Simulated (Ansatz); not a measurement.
BCl3 and related structures: several calculations on one system

**1. Relaxation**

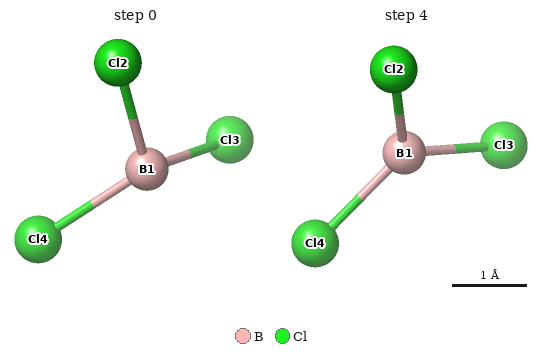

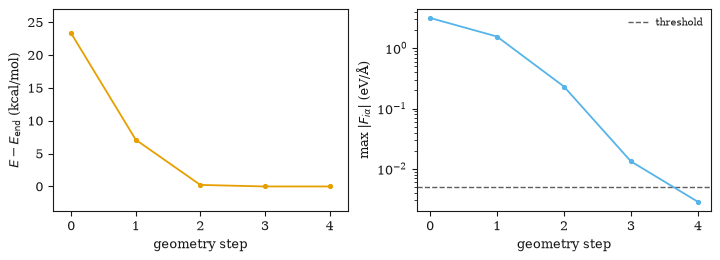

First and last geometry of a relaxation of BCl3, with the history of the run. The picture is a ball-and-stick view, seen from a free direction.

It is one of the separated reactants of a reaction.

All numbers below come from RKS PBE0-D4/def2-TZVP in Ansatz. (force threshold 0.005 eV/Å; at most 200 steps)

What do the curves and the structures tell?

Answer. It converged. B1 moves most after the best rigid fit: 0.36 Å. Largest moves by element: B 0.36 Å, Cl 0.12 Å. Near-neighbour distances that change, for instance: B1–Cl2 1.827 → 1.737 Å. Bond angles that change, for instance: Cl2–B1–Cl3 113.5° → 120.0°. The energy falls by 23.3 kcal/mol in 4 geometry steps. Largest force component: 3.2 eV/Å at the start, 0.0029 eV/Å at the end.

**2. Relaxation**

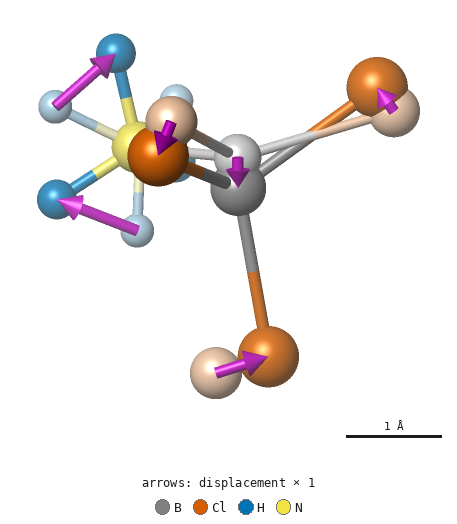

A relaxation of BNH₃Cl₃ (started from a transition state, displaced along its imaginary mode). The starting structure is drawn faded, the final one solid; purple arrows show the displacements, at their true length. The two geometries are superimposed by the best rigid fit.

A ball-and-stick model, seen from a free direction.

These are results of Ansatz 0.2.0, RKS PBE0-D4/def2-TZVP, not measurements.

Input
```yaml
crystal:
  periodic: [false, false, false]
  atoms:
    - {symbol: B, position_ang: [0.095243, 0.303986, -0.711215]}
    - {symbol: Cl, position_ang: [2.012464, 0.613029, 0.550502]}
    - {symbol: Cl, position_ang: [0.450538, -0.805077, -2.030298]}
    - {symbol: Cl, position_ang: [-0.637369, 1.871145, -1.031745]}
    - {symbol: H, position_ang: [0.345264, -0.245112, 1.036536]}
    - {symbol: N, position_ang: [-0.409645, -0.400878, 0.628031]}
    - {symbol: H, position_ang: [-0.631475, -1.396309, 0.507595]}
    - {symbol: H, position_ang: [-1.225121, 0.059116, 1.050494]}
basis:
  gaussian: {orbitals: def2-TZVP}
hamiltonian: {xc: pbe0, dispersion: d4}
relax: {f_tol: 0.005, max_steps: 200}
```

Run as
```bash
ansatz run in.yaml --threads 4 --pin off --events-out ev --progress --plain --max-ram 9574MiB
```

Question: Which element moves most?

Answer: Hydrogen: up to 0.93 Å, against 0.58 Å for chlorine.

Question: Describe the change and its energy.

Answer: The atom that moves furthest after the best rigid fit is H5 (0.93 Å). By element the largest moves are H 0.93 Å, Cl 0.58 Å, B 0.33 Å, N 0.04 Å. Among the contacts that change: Cl2–H5 1.937 → 2.875 Å, B1–Cl2 2.316 → 1.827 Å, Cl2–Cl3 3.333 → 3.055 Å, H5–N6 0.872 → 1.018 Å. New bonds form: B1–Cl2 (2.32 → 1.83 Å). Bond angles that change, for instance: B1–N6–H5 92.3° → 109.8°, Cl3–B1–N6 114.5° → 105.1°, Cl4–B1–N6 114.5° → 105.1°. Groups turn about B1–N6 by about 60°. The energy falls by 42.4 kcal/mol in 15 accepted moves (18 points after the start). The largest force component goes from 10 to 0.00021 eV/Å. The line search rejected the trial steps at points 9, 13, 17 of the run. The forces were under the threshold at step 15, but the run went on from there.

**3. Reaction**

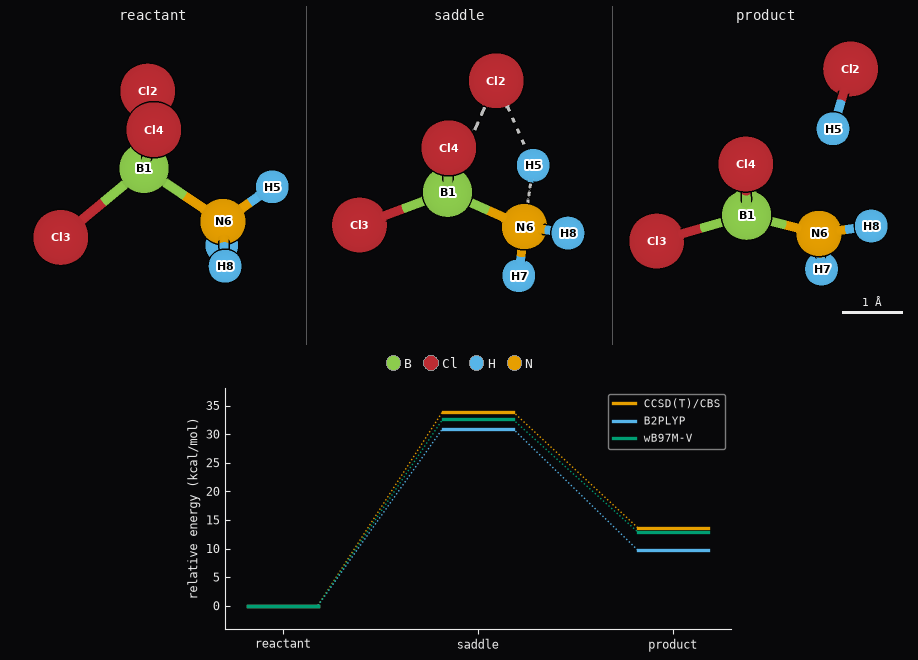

A reaction step of BNH3Cl3, with its energy diagram. The picture is a ball-and-stick view, seen at a tilt. Dashed sticks mark bonds that form or break.

Stationary points at PBE0-D4/def2-TZVP, single-point energies with CCSD(T)/CBS, B2PLYP, wB97M-V (def2-TZVPP where no basis is named; Ansatz 0.2.0). The energies are electronic, without zero-point or thermal terms, and both ends are the minima reached downhill from the saddle, with any fragments still in contact. CCSD(T)/CBS stands for a frozen-core estimate: MP2 correlation extrapolated from def2-TZVPP and def2-QZVPP, CCSD(T) minus MP2 from the smaller set.

> Describe the step and its energetics.

Counted by bonded pieces, the reactant holds BH₃NCl₃ and the product holds BH₂NCl₂ + HCl. From the reactant over the saddle to the product, a bond forms: Cl2–H5 (2.88 → 1.60 → 1.29 Å). Bonds break: B1–Cl2 (1.83 → 2.58 → 3.92 Å), H5–N6 (1.02 → 1.24 → 2.10 Å). The saddle has one imaginary mode, 914i cm⁻¹. With CCSD(T)/CBS the barrier is 33.9 kcal/mol from the reactant and 20.3 kcal/mol from the product, and the product lies 13.7 kcal/mol above the reactant.

```csv
level,barrier from the reactant (kcal/mol),barrier from the product (kcal/mol),the product less the reactant (kcal/mol)
CCSD(T)/CBS,33.9,20.3,13.7
B2PLYP,31.0,21.2,9.7
wB97M-V,32.6,19.7,12.9
```

Against CCSD(T)/CBS, wB97M-V comes closest on the barrier from the reactant (−1.4 kcal/mol) and B2PLYP misses most (−3.0 kcal/mol).
